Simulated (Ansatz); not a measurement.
# B3LYP/6-31G(d) (Cartesian functions) run of H2S2 (SMILES SS)

Aim: the vertical ionisation energy of H2S2 at B3LYP/6-31G* (Cartesian functions), from 2 runs. 

The calculation is run with Ansatz 0.2.0.

32 further runs of the same task are left out: 32 set aside as unsound or not needed.

## (1) Starting point

The species is H2S2 (4 atoms), meant as a singlet with charge 0. As SMILES, `SS`. Geometry: relaxed at PBE0-D4/def2-TZVP.

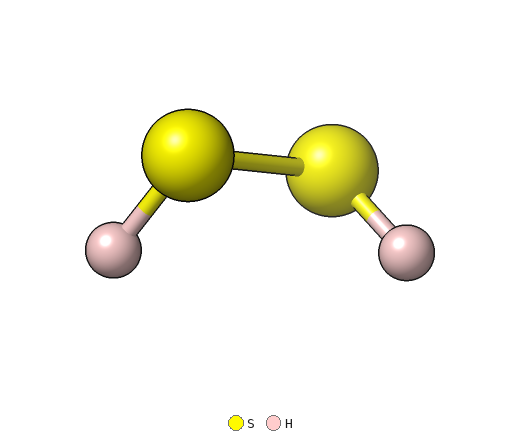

Viewed from a chosen angle; sulfur yellow, hydrogen pink.

## (2) The energy at B3LYP/6-31G(d) (Cartesian functions)

job.yaml

```yaml
crystal:
  periodic: [false, false, false]
  atoms:
    - {symbol: S, position_ang: [0.784480, -0.789210, 0.166690]}
    - {symbol: S, position_ang: [0.060220, 1.121560, 0.067360]}
    - {symbol: H, position_ang: [-0.225420, -1.352590, 0.856880]}
    - {symbol: H, position_ang: [-0.619290, 1.020250, -1.090950]}
basis:
  gaussian: {orbitals: "6-31G*"}
hamiltonian: {xc: {name: B3LYP}}
accuracy: high
output: {orbitals: {seedname: orbitals}}
```

Started as:

```console
$ ansatz run job.yaml --threads 1 --pin off --max-ram 3480MiB --events-out events.jsonl --progress --plain --runs-dir runs
```

Output:

```text
Warning: RAYON_NUM_THREADS=1 ignored (pool sized by the plan → 1); use --threads N
Functional definition: B3LYP
  name "B3LYP"
  parameter a0 = 0.2
  parameter ax = 0.72
  parameter ac = 0.81
  exchange = (1 - a0 - ax)*slater_x + ax*b88_x + a0*exact_x
  correlation = (1 - ac)*vwn_rpa_c + ac*lyp_c
776 factors; integrals over basis functions are off by at most 3.1e-9 eV
mean field evaluation 1: about -21702.5674 eV, gradient 9.9e0 eV
mean field evaluation 2: about -21702.6976 eV, gradient 8.4e0 eV
mean field evaluation 4: about -21702.9022 eV, gradient 1.0e0 eV
mean field evaluation 8: about -21703.0081 eV, gradient 9.8e-3 eV
mean field evaluation 16: about -21703.0082 eV, gradient 2.9e-6 eV
mean field -21703.00815710 eV, -797.5708389462 hartree, gradient 2.7e-8 eV, S^2 0.000000; 0 other end points of the search recorded, 0 dependent functions left out
reference -21703.00818697 eV, -797.5708400439 hartree; 17, 17 occupied and 25, 25 virtual orbitals, 776 factors
Total energy: -21703.00818697 eV, -797.5708400439 hartree
```

Run time: 1.7 s. Hardware: 1 thread of Arm Neoverse V2, shared host; peak memory 0.1 GiB.

## (3) The doublet cation at the same level

molecule.yaml

```yaml
basis:
  gaussian:
    orbitals: "6-31G*"
crystal:
  periodic: [false, false, false]
  atoms:
    - symbol: S
      position_ang: [0.784480, -0.789210, 0.166690]
    - symbol: S
      position_ang: [0.060220, 1.121560, 0.067360]
    - symbol: H
      position_ang: [-0.225420, -1.352590, 0.856880]
    - symbol: H
      position_ang: [-0.619290, 1.020250, -1.090950]
magnetization:
  spin_polarized: true
  initial_magnetization: 1
hamiltonian:
  xc: {name: B3LYP}
accuracy: high
total_charge: 1
output: {orbitals: {seedname: orbitals}}
```

Started as:

```console
$ ansatz run molecule.yaml --threads 1 --pin off --max-ram 3480MiB --events-out events.jsonl --progress --plain --runs-dir runs
```

Output:

```text
Warning: RAYON_NUM_THREADS=1 ignored (pool sized by the plan → 1); use --threads N
Functional definition: B3LYP
  name "B3LYP"
  parameter a0 = 0.2
  parameter ax = 0.72
  parameter ac = 0.81
  exchange = (1 - a0 - ax)*slater_x + ax*b88_x + a0*exact_x
  correlation = (1 - ac)*vwn_rpa_c + ac*lyp_c
776 factors; integrals over basis functions are off by at most 3.1e-9 eV
mean field evaluation 1: about -21691.8220 eV, gradient 1.3e1 eV
mean field evaluation 2: about -21692.1702 eV, gradient 1.1e1 eV
mean field evaluation 4: about -21692.9182 eV, gradient 5.8e-1 eV
mean field evaluation 8: about -21693.0258 eV, gradient 2.7e-2 eV
mean field evaluation 16: about -21693.0258 eV, gradient 9.9e-4 eV
mean field evaluation 32: about -21693.0258 eV, gradient 2.4e-8 eV
mean field -21693.02578075 eV, -797.2039933817 hartree, gradient 2.4e-8 eV, S^2 0.754093; 3 other end points of the search recorded, 0 dependent functions left out
reference -21693.02581029 eV, -797.2039944671 hartree; 17, 16 occupied and 25, 26 virtual orbitals, 776 factors
Total energy: -21693.02581029 eV, -797.2039944671 hartree
```

It took 7.5 s on 1 thread of Arm Neoverse V2, shared host; peak memory 0.15 GiB.

## (4) Outcome

Level: B3LYP/6-31G* (Cartesian functions).

| quantity | value |
| --- | --- |
| singlet H2S2: total energy | -797.57084 Eh |
| singlet H2S2: HOMO energy | -7.27 eV |
| singlet H2S2: LUMO energy | -1.11 eV |
| singlet H2S2: HOMO–LUMO gap | 6.17 eV |
| doublet cation: total energy | -797.20399 Eh |
| doublet cation: HOMO energy (highest over α and β) | -14.13 eV |
| doublet cation: LUMO energy (lowest over α and β) | -12.70 eV |
| doublet cation: ⟨S²⟩ | 0.754 |
| vertical ionisation energy (to the doublet cation) | 9.982 eV |

In words: The vertical ionisation energy comes to 9.98 eV (963 kJ/mol). −ε(HOMO) before ionisation, 7.27 eV, is 2.71 eV below this ionisation energy.
